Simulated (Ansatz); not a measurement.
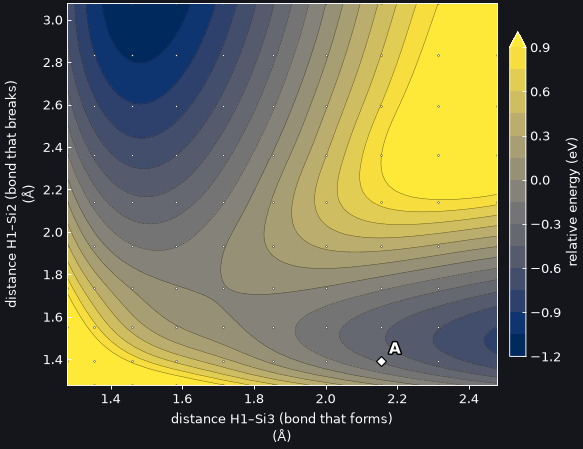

The reacting system H₅Si₂ (one molecule; an intramolecular 1,2-shift), spin multiplicity 2. 
- First axis: distance H1–Si3 (bond that forms). Second axis: distance H1–Si2 (bond that breaks).
- Relaxed at each point: all other coordinates.
- Grid: 10 × 10 points.
- Points are written as (first, second).
- Energies: eV, counted from a guessed transition structure relaxed with its forming and breaking bonds held.
- Theory: UKS r2SCAN-D4/def2-SVP (Ansatz).

Drawn: filled contours, dots at the grid points, one colour for all values above the top of the scale, the point A. Between grid points the surface is interpolated.

Is A at rest? If not, where is it pushed?

Answer. A, at (2.154 Å, 1.393 Å), is not a stationary point. The computed force is 1.3 eV for each Å towards larger values of the first coordinate and 2.3 eV for each Å towards larger values of the second coordinate.
